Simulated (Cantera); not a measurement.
Input: 1 mol Ta2O5, 0.74 mol CH4, 3.1 mol H2, at 4200 Torr.

These are equilibrium values from Cantera (NASA tables, ideal gas, pure condensed phases), not measurements of a reactor. Candidate condensed phases: C, C6H6, C7H8, C8H18, H2O, Ta, TaC, Ta2O5; 113 gas species. Mutual solubility and eutectic melting of coexisting phases are not modelled. TaC: taken at fixed stoichiometry. Condensed phases not in the tables: Ta2C. Rates play no part.

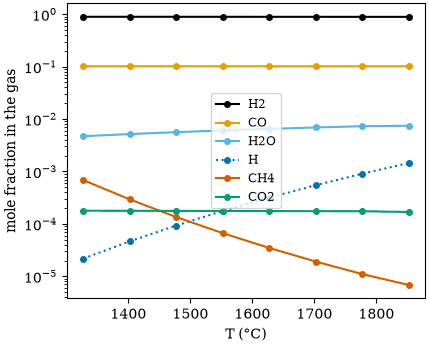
Figure. Equilibrium gas composition (values under 1e-9 drawn at 1e-9)

Question: Read off the mole fractions at 1852 °C.

Answer: H2 about 0.89, CO about 0.10, H2O about 0.0075, H about 0.0014, CO2 about 0.00017, CH4 about 6.9e-6.
